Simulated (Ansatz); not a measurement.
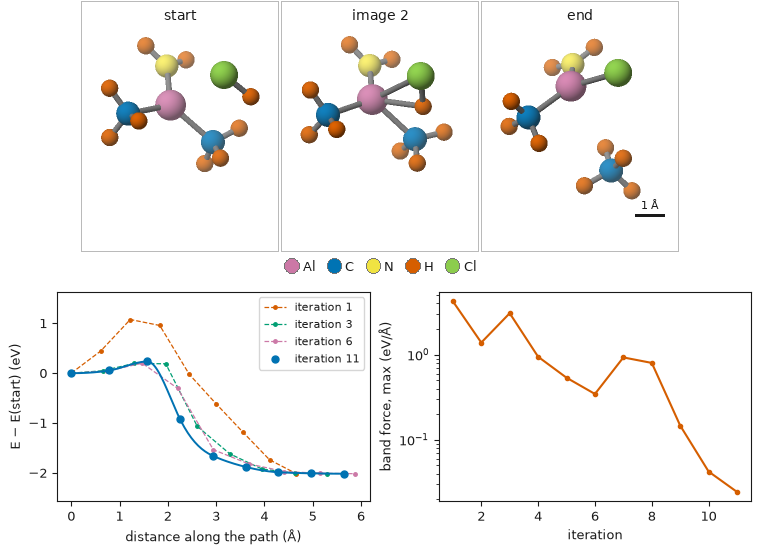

A search for the minimum-energy path of C$_{2}$H$_{9}$AlClN, made up at the start of C2H8AlN and HCl by the nudged elastic band. Images are numbered from 0 (start) to 8 (end). The plot follows the band through its iterations. Style: ball-and-stick. Shown from a free direction.

Method: RKS PBE0/6-31G* in Ansatz. Set-up: 7 movable images; climbing image; force threshold 0.03 eV/Å; iteration limit 60; starting path through a guess of the saddle point.

**Judge this run.**

The result is final at these settings. The band converged in 11 iterations. The largest component of the band force went from 4.2 to 0.024 eV/Å. The climbing image converged on the top of the path. Its vibrational analysis gives one imaginary mode (494i cm⁻¹), as a transition state must have. The first iteration put the highest image at 1.08 eV. The energy climbs by 0.24 eV to image 2 and then falls by 2.25 eV, so the end point sits at −2.02 eV.

Limits of the set-up: the start holds two separate molecules, 2.7 Å apart at their closest, whose relative position is a soft coordinate and is computed without a dispersion correction.

Cost: 3.7 min on 2 threads of Intel(R) Xeon(R) Platinum 8488C (Sapphire Rapids), on a shared host, peak memory 0.27 GiB.
